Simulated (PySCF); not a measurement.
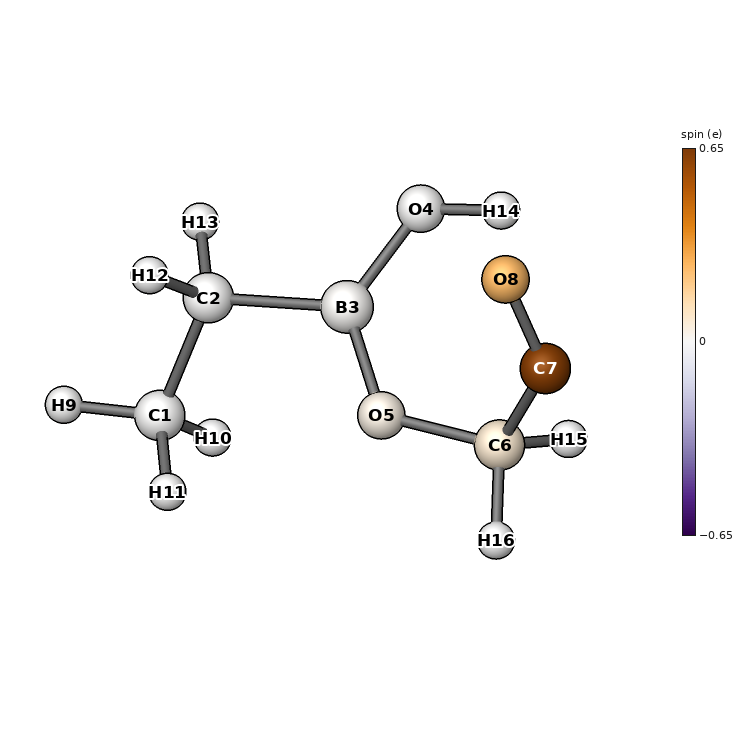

Atoms are coloured by their Mulliken spin populations. The species is neutral and a spin doublet. The computed structure is the end point of a GFN2-xTB optimisation. No frequency run is at hand to confirm it as a minimum. Method: UKS B3LYP, pcH-1 on B C H O, non-relativistic (PySCF 2.14.0).

### Which atom carries the largest spin population?

C7 (0.63 e).

### Which atom has the lowest spin population?

C1, C2, O4, H9, H10, H11, H12, H13, H14, H15, H16 (0.00 e).

List the Mulliken spin populations.

```csv
atom,value (e)
C1,0.00
C2,0.00
B3,0.01
O4,0.00
O5,0.04
C6,0.07
C7,0.63
O8,0.25
H9,0.00
H10,0.00
H11,0.00
H12,0.00
H13,0.00
H14,0.00
H15,0.00
H16,0.00
```

Mulliken values depend strongly on the basis set. The geometry is semi-empirical. Around B such bond lengths and angles can be off by a tenth of an ångström or more and by several degrees, and values that hang on the shape move with them.
